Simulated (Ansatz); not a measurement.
CH6BrFN2Si (SMILES NC(N)[SiH](F)Br)

```xyz
12

N    -0.4812   -1.4935    0.5064
C     0.1383   -0.1805    0.5759
N     1.5714   -0.1600    0.2608
Si   -0.9951    0.9061   -0.5105
F    -0.9824    0.2054   -2.0012
Br   -0.0901    2.9507   -0.7273
H    -0.4070   -1.8686   -0.4491
H     0.0201   -2.1548    1.1170
H     0.0287    0.1952    1.6191
H     1.9795    0.7577    0.4884
H     1.7179   -0.2882   -0.7513
H    -2.4229    1.0751   -0.0943
```

All numbers below come from RKS PBE/def2-SVP (Ansatz 0.2.0).

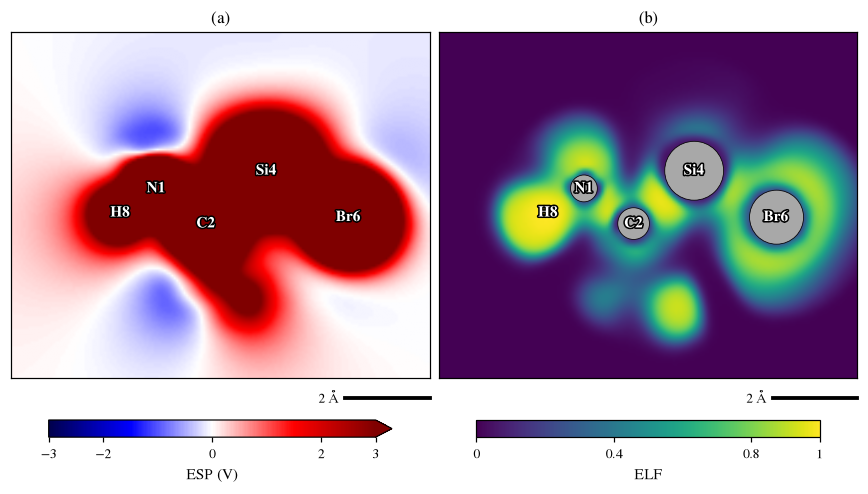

Figure 1. (a) molecular electrostatic potential; (b) electron localisation function on the plane of atoms C2, Si4 and Br6. Grey discs cover the atomic cores in the ELF map.

> Describe what can be read from this map.

The plane passes through N, C, Si, Br and H nuclei. C–N (1.45 Å): the ELF peaks at about 0.95 between the atoms: a covalent bond. C–Si (1.91 Å): the ELF peaks at about 0.95 between the atoms: localised, covalent bonding. Si–Br (2.25 Å): the ELF peaks at about 0.85 between the atoms: a shared but strongly polarised pair. N–H (1.03 Å): the ELF climbs to about 1 towards the hydrogen, as it does in any bond to H: a covalent bond by its length. The ELF also peaks beside Br6 and N1, away from the bonds: lone-pair regions. Outside the dense part of the molecule the potential is most negative (−1.0 V) near N1.

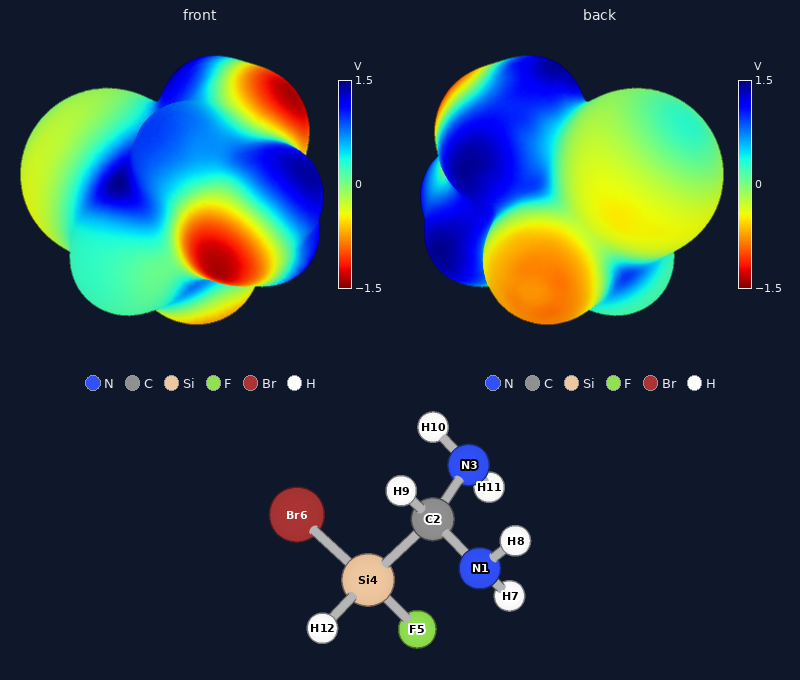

Figure 2. The molecular electrostatic potential painted on the density surface at 0.002 e/bohr³, seen from the front and from behind; the colour scale runs from red (negative) to blue (positive). The bare structure is drawn below in the same view.

> Which sites attract a positive test charge, and which a negative one?

A positive charge is drawn to the negative regions and a negative charge to the positive ones. The most negative region (about −1.4 V) lies over N1 and N3, the most positive (about +1.4 V) over the H and Si atoms. Br6 shows a σ-hole: about +0.3 V at the tip opposite its bond, against about −0.2 V on its flanks.

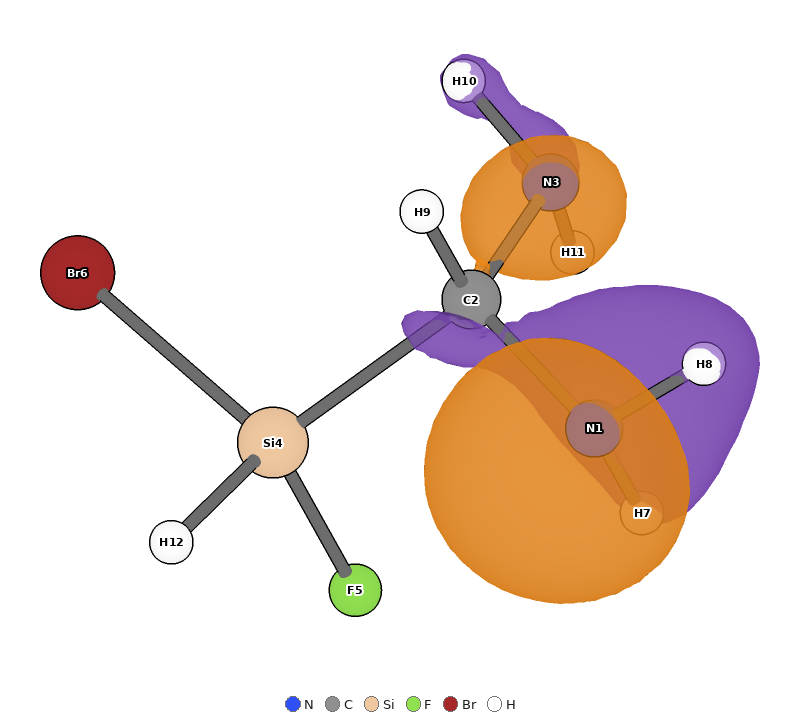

Figure 3. The HOMO−1 at ±0.15 Å⁻³ᐟ² (orange and purple are the two phases), seen at a tilt.

> What is the character of this orbital?

Its weight (Hirshfeld) is mainly on N1 (about 70 %), C2 (about 5 %) and N3 (about 5 %); largely a lone pair of N1. Its energy is −5.99 eV.
